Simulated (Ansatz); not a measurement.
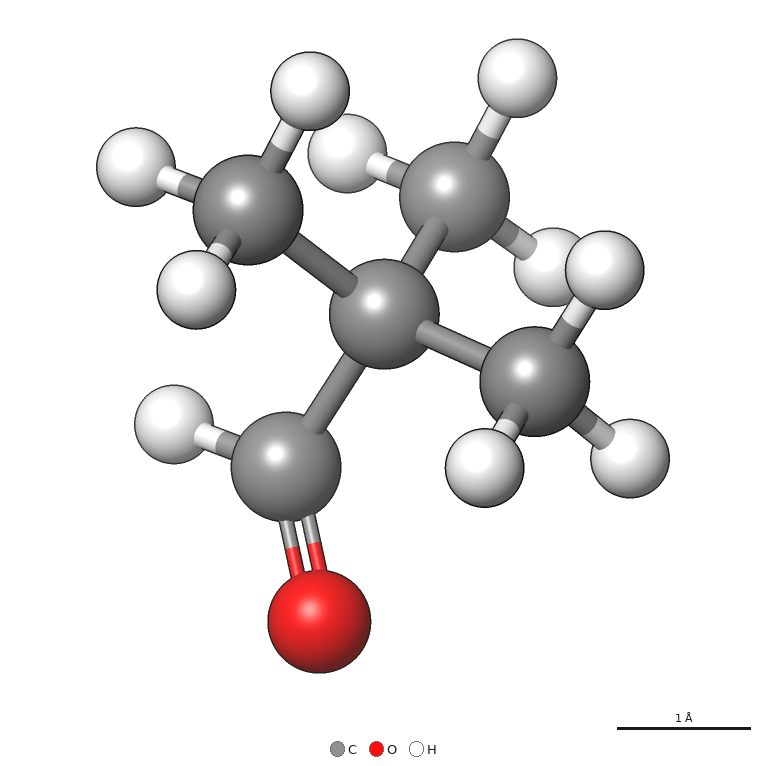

Rendered structure (ball-and-stick style). Double and triple bonds are drawn as two and three sticks.

Computed geometry: PBE0-D4/def2-TZVP optimisation.

> What is the molecular formula?

C₅H₁₀O, 16 atoms: 5 carbon, 10 hydrogen and 1 oxygen.

> Count the bonded pairs by element.

10 C–H, 4 C–C, 1 C–O.

More results for the same structure follow; atom numbers are the same in all pictures, views and colours differ.

### Shape

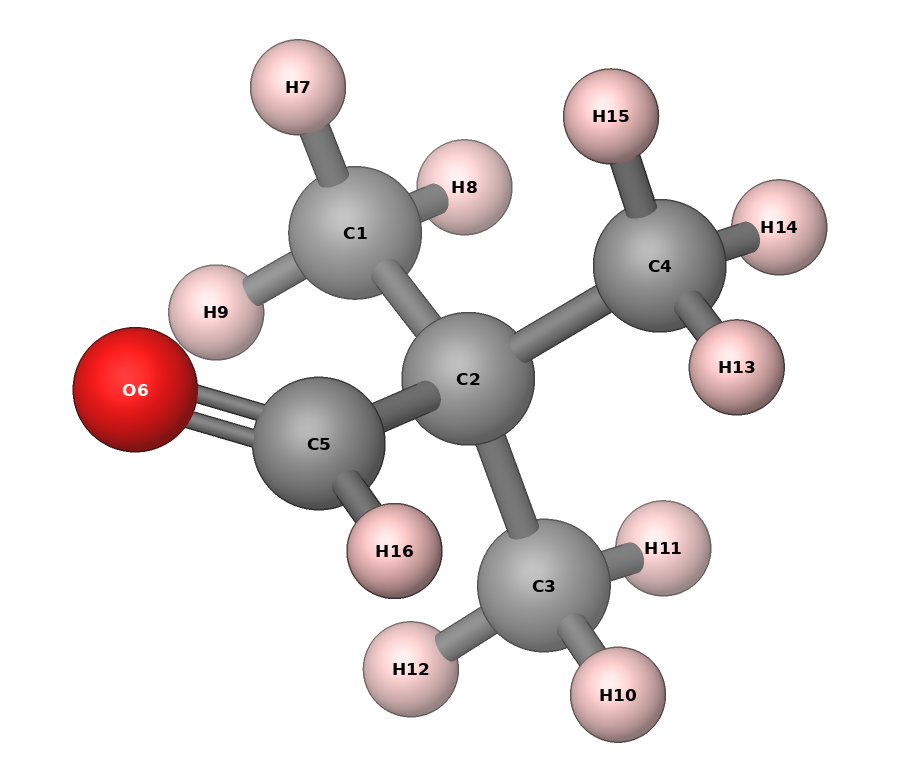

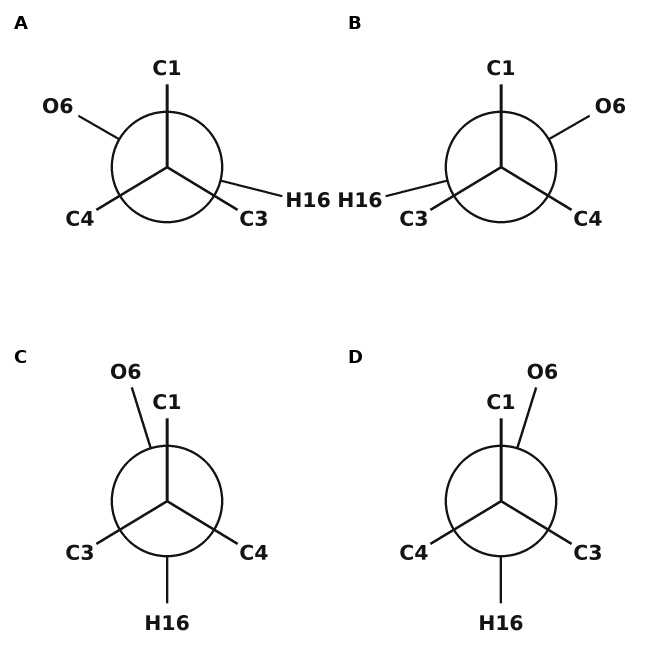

Atoms fade into the background with distance from the viewer. Bonds that would overlap in a projection are set slightly apart.

> Which Newman projection shows the view along C2–C5, with C2 in front?

D. The torsion angle C1–C2–C5–O6 is 0°, synperiplanar (eclipsed).

### Charges

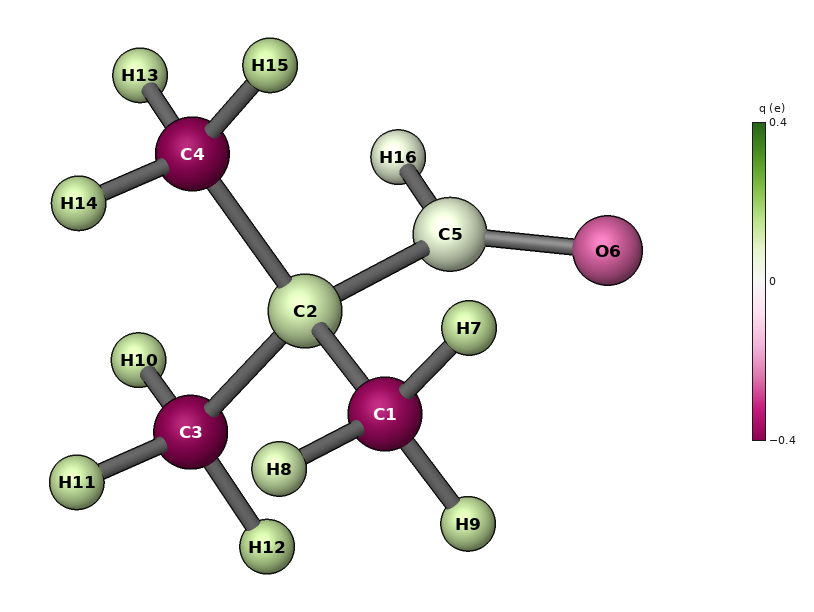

Atoms are coloured by their Mulliken charges. Method: RKS PBE0-D4/def2-TZVP (Ansatz 0.2.0).

> Which atom carries the highest charge (most positive or least negative)?

H12, H15 (0.14 e).

> And the lowest?

C3, C4 (−0.39 e).

List the Mulliken charges.

| atom | value (e) |
| --- | --- |
| C1 | −0.37 |
| C2 | 0.12 |
| C3 | −0.39 |
| C4 | −0.39 |
| C5 | 0.07 |
| O6 | −0.26 |
| H7 | 0.13 |
| H8 | 0.12 |
| H9 | 0.13 |
| H10 | 0.13 |
| H11 | 0.13 |
| H12 | 0.14 |
| H13 | 0.13 |
| H14 | 0.13 |
| H15 | 0.14 |
| H16 | 0.07 |

### Levels of theory compared

Program: Ansatz 0.2.0.

Tabulate HOMO–LUMO gap (eV) at these levels: B3LYP-D4/def2-TZVPP; B97M-V/def2-TZVPP; BLYP-D4/def2-TZVPP; HSE06 (plane-wave form)-D4/def2-TZVPP; PBE-D4/def2-TZVPP; PBE0-D4/def2-QZVPP; PBE0-D4/def2-TZVPP; ωB97M-V/def2-TZVPP; ωB97X-V/def2-TZVPP.

```tsv
level	HOMO–LUMO gap (eV)
B3LYP-D4/def2-TZVPP	6.20
B97M-V/def2-TZVPP	4.76
BLYP-D4/def2-TZVPP	4.00
HSE06 (plane-wave form)-D4/def2-TZVPP	5.90
PBE-D4/def2-TZVPP	3.94
PBE0-D4/def2-QZVPP	6.67
PBE0-D4/def2-TZVPP	6.70
ωB97M-V/def2-TZVPP	11.37
ωB97X-V/def2-TZVPP	11.54
```

### Dipole moment

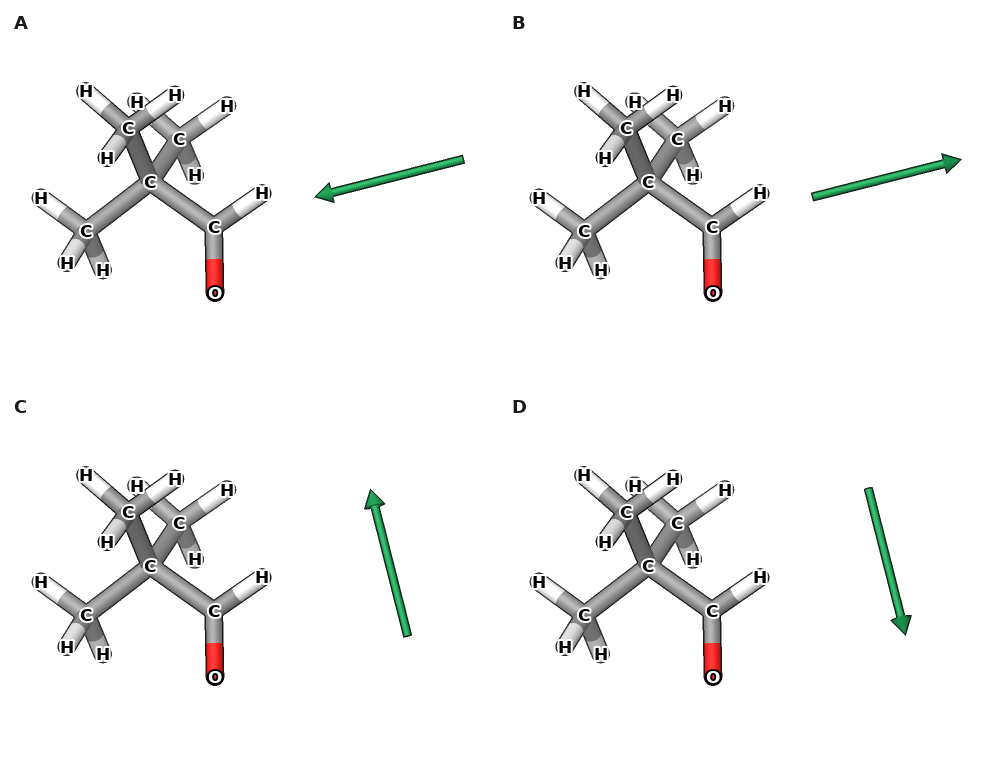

The same molecule four times, each with an arrow. Method: RKS PBE0-D4/def2-TZVP (Ansatz 0.2.0).

> Which arrow points along the dipole moment, from the negative to the positive end?

C. The dipole moment is 2.77 D.

Mulliken values depend strongly on the basis set and can even reverse the polarity of a bond.
